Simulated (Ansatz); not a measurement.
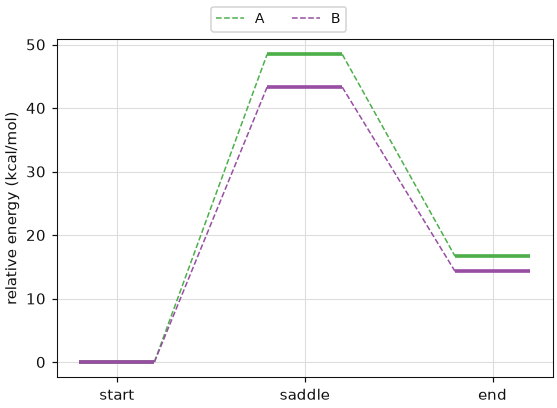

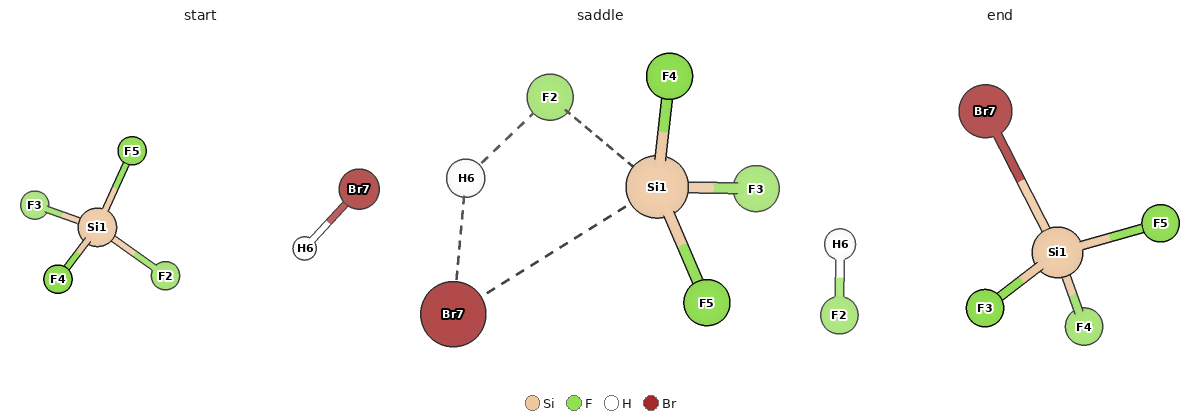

One elementary step of SiHBrF₄: start, first-order saddle point (changing pairs dashed) and end. Electronic energies at PBE0-D4/def2-TZVP geometries, energies in def2-TZVPP, the Ansatz code 0.2.0; cores frozen in correlated methods, no zero-point terms. Start and end are the structures at the ends of the path (complexes, where there are several molecules). On heavy atoms the filled d shell below the valence is correlated. The limit is the MP2 basis limit plus CCSD(T) less MP2 in triple zeta. Lines between the levels only guide the eye.

Q: Which bonds change in the step?

A: Si1–Br7 (4.50 → 2.54 → 2.18 Å) and F2–H6 (2.41 → 1.24 → 0.92 Å) form; Si1–F2 (1.57 → 1.76 → 3.32 Å) and H6–Br7 (1.42 → 1.61 → 2.71 Å) break (lengths at start, saddle and end; changes of bond order aren't listed). The imaginary mode at the saddle is 685.1i cm⁻¹ (PBE0-D4).

Q: The profiles are CCSD and CCSD(T) at the basis limit. Which is which?

A: A: CCSD (barrier 48.5, step 16.7 kcal/mol); B: CCSD(T) at the basis limit (barrier 43.3, step 14.3 kcal/mol).

Limits of at least one run: no scalar relativity up to krypton.
